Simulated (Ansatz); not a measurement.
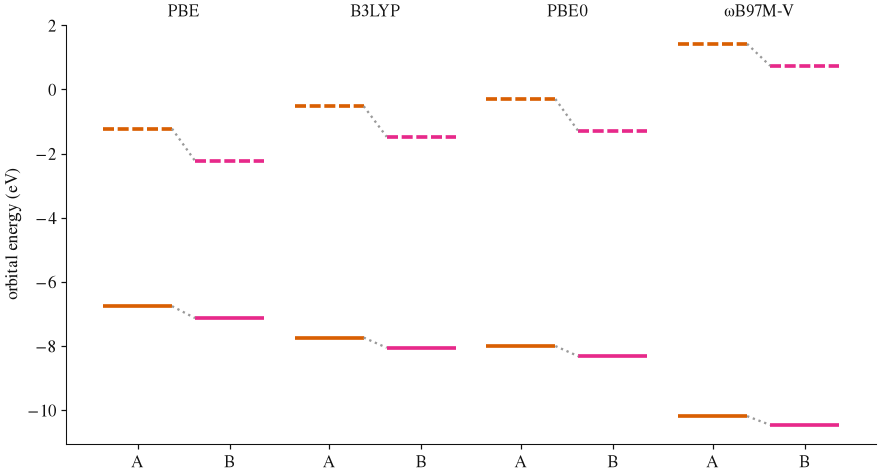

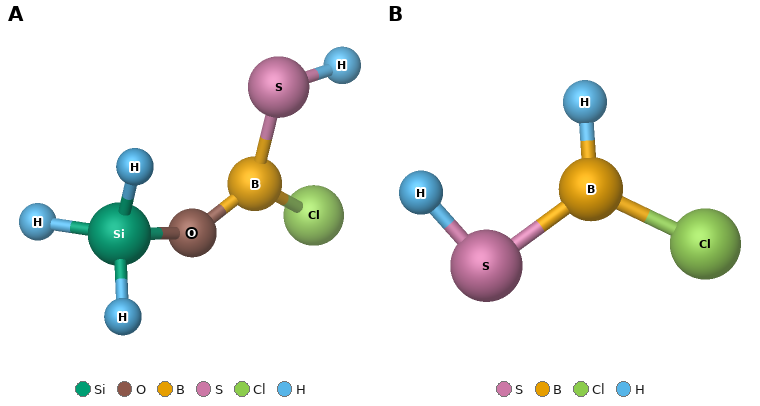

One change: A, BSiH₄SOCl (SMILES [SiH3]OB(S)Cl), becomes B, BH₂SCl (SMILES SBCl). SiH₃O (bound through O) on B is replaced by H. HOMO (solid) and LUMO (dashed) computed in def2-TZVPP at PBE0-D4/def2-TZVP geometries, both minima by their frequencies, gas phase, the Ansatz code. Empty levels above zero depend strongly on the basis.

What does the change do to HOMO and LUMO?

PBE: the HOMO falls by 0.37 eV, the LUMO falls by 1.00 eV, and the separation goes from 5.53 to 4.90 eV. B3LYP: the HOMO falls by 0.32 eV, the LUMO falls by 0.96 eV, and the separation goes from 7.22 to 6.58 eV. PBE0: the HOMO falls by 0.32 eV, the LUMO falls by 1.01 eV, and the separation goes from 7.70 to 7.02 eV. ωB97M-V: the HOMO falls by 0.27 eV, the LUMO falls by 0.69 eV, and the separation goes from 11.61 to 11.20 eV.

Do the functionals agree on the effect?

They agree on the direction for both levels; the HOMO shift lies between −0.37 and −0.27 eV and the LUMO shift between −1.01 and −0.69 eV, while the separations themselves differ by up to 6.3 eV between functionals.

Known limits of this run: one conformer of each flexible molecule.
